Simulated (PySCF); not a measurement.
# BH$_{2}$Cl (charge +1): single-point calculation

- system: BH$_{2}$Cl, charge +1, multiplicity 2
- method: PBE0/def2-TZVPP, UKS, dispersion D4 (PySCF 2.14.0)

The geometry was optimised with PBE0-D4/def2-TZVP.

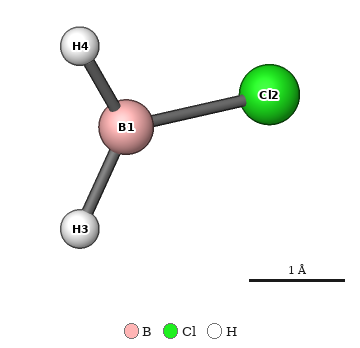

Fig. 1: The structure (ball-and-stick view, seen at a tilt; atoms are numbered from 1 in the order of the input).

Results in brief:

```csv
quantity,value
outcome,converged
total energy,−485.680827 hartree
dispersion energy,−0.000883 hartree
basis functions,101
⟨S²⟩,0.756
hardware,"1 thread of Arm Neoverse V2, 24 GiB of memory available, shared host"
wall time,19 s
peak memory,0.5 GiB
```

Further notes kept with the run: dipole of an ion depends on the origin.

Input (run.py):
```python
from pyscf import gto, dft

mol = gto.M(
    atom='''
B     -0.236894     0.067133    -0.157197
Cl     2.527679    -0.801159     1.368725
H     -2.149860    -0.943455     0.457694
H     -0.114950     1.639610    -1.760510
''',
    unit='bohr',
    charge=1,
    verbose=3,
    basis='def2-tzvpp',
    max_memory=1860,
    spin=1,
)

mf = dft.UKS(mol)
mf.xc = 'pbe0'
mf.grids.level = 5
mf.conv_tol = 1e-10
mf.disp = 'd4'
mf.kernel()
if not mf.converged:
    mf = mf.newton().run(mf.mo_coeff, mf.mo_occ)

e_tot = mf.e_tot
print(f'total energy: {e_tot:.8f} hartree')
```

Launch command:
```bash
OMP_NUM_THREADS=1 python run.py
```

Log:
```
WARN: HOMO -0.336219477607465 >= LUMO -0.336219477607457

converged SCF energy = -485.680827277292  <S^2> = 0.75593296  2S+1 = 2.0059242
total energy: -485.68082728 hartree
```
